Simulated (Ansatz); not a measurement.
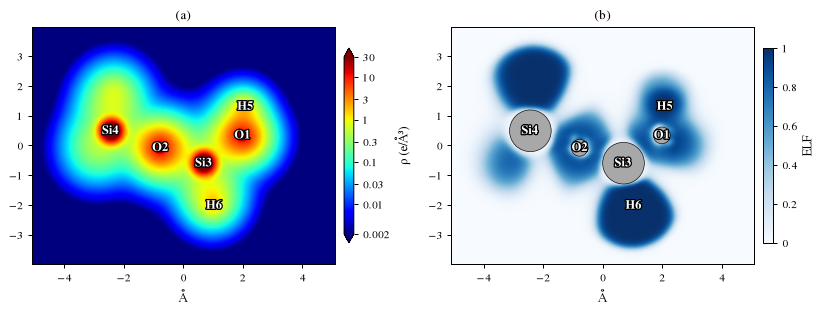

*H₅O₂Si₂ (SMILES O[SiH+]O[SiH3]) (charge +1). (a) total electron density; (b) ELF on the plane of atoms O2, Si3 and H6. Grey discs cover the atomic cores in the ELF map.*

Geometry: B3LYP-D3(BJ)/def2-SVP.

Method: Ansatz 0.2.0, isolated molecule in a Gaussian basis; Kohn-Sham density functional theory, functional PBE0.

Input

```
crystal:
  periodic: [false, false, false]
  atoms:
    - {symbol: O, position_ang: [-2.450676, 0.213726, -0.550816]}
    - {symbol: O, position_ang: [-1.077739, -0.822082, 1.648326]}
    - {symbol: Si, position_ang: [-2.376145, -0.614463, 0.803084]}
    - {symbol: Si, position_ang: [0.368743, -1.050402, 2.607886]}
    - {symbol: H, position_ang: [-1.761471, 0.690903, -1.040023]}
    - {symbol: H, position_ang: [-3.657018, -1.184252, 1.206761]}
    - {symbol: H, position_ang: [0.807692, -2.422885, 2.279723]}
    - {symbol: H, position_ang: [1.299390, 0.000677, 2.145032]}
    - {symbol: H, position_ang: [-0.079598, -0.878395, 4.005284]}
basis:
  gaussian:
    orbitals: def2-TZVPD
total_charge: 1
magnetization:
  spin_polarized: false
  initial_magnetization: 0
hamiltonian:
  xc: pbe0
output:
  forces: true
  orbitals: {seedname: orbitals}
```

Command:

```sh
ansatz run input.yaml --threads 1 --pin off --max-ram 2610MiB --events-out events.jsonl --progress --plain --runs-dir runs
```

Question: Interpret the plot.

Answer: The plane passes through O, Si and H nuclei.
Si–O (1.56 Å): ρ is about 1.4 e/Å³ halfway; the ELF peaks at about 0.85 between the atoms: a short, strongly polar bond.
O–H (0.97 Å): the density is about 3.8 e/Å³ at the midpoint; the ELF climbs to about 1 towards the hydrogen, as it does in any bond to H: a covalent bond by its length.
Si–O (1.75 Å): ρ at the midpoint is about 0.85 e/Å³; the ELF peaks at about 0.85 between the atoms, as expected for a polar covalent bond.
Si–H (1.46 Å): the density is about 0.92 e/Å³ at the midpoint; the ELF climbs to about 1 towards the hydrogen.
The ELF also peaks beside O2 and O1, away from the bonds: lone-pair regions.
